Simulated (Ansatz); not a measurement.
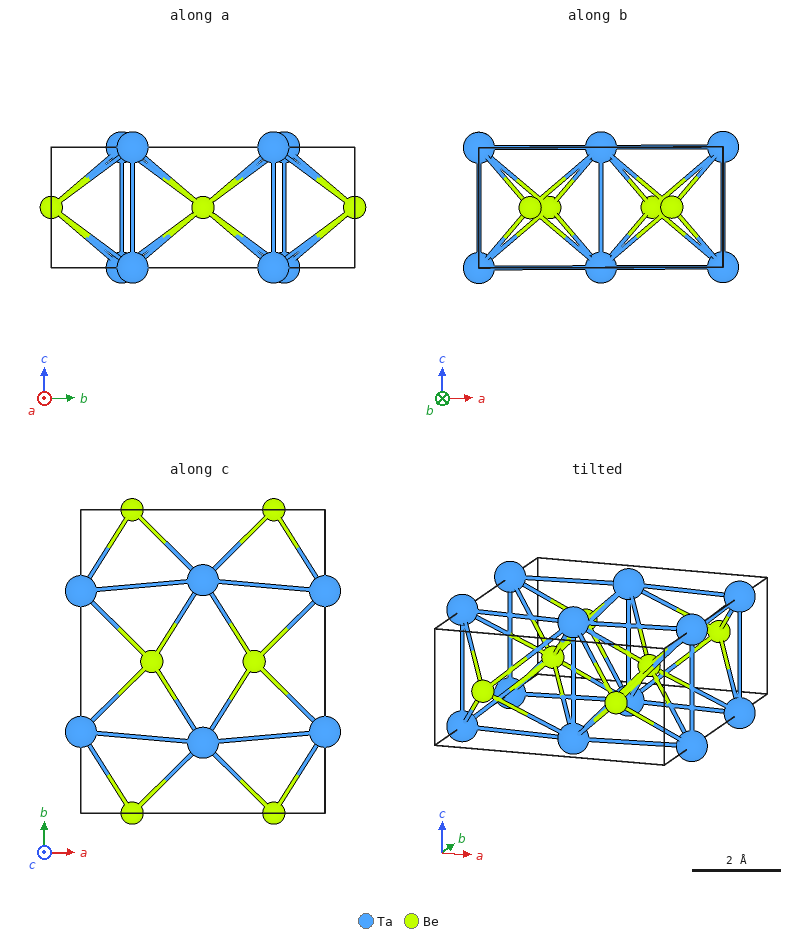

Shown here is a ball-and-stick view of the crystal, taken along the a axis, along the b axis, along the c axis and slightly off an axis. One unit cell is outlined, and atoms on its boundary appear in each equivalent place.

Lattice parameters: a = 5.600 Å, b = 6.960 Å, c = 2.759 Å, α = 90.00°, β = 89.80°, γ = 90.00°. Put a along x and b in the xy plane.

Q: Give the atomic positions as a POSCAR file, with free fractional coordinates to two decimals.

A:
```
Ta Be
1.0
     5.600    0.000    0.000
    -0.001    6.960    0.000
     0.010    0.000    2.759
Ta Be
4 4
Direct
  0.00 0.27 0.00
  0.00 0.73 0.00
  0.50 0.23 0.00
  0.50 0.77 0.00
  0.21 0.00 0.50
  0.29 0.50 0.50
  0.79 0.00 0.50
  0.71 0.50 0.50
```

Starting structure: a structure type filled with these elements by a generator (whether the compound takes this form wasn't checked). The final geometry of a relaxation with Ansatz 0.2.0, DFT PBE, scalar-relativistic, plane waves, PAW is shown.
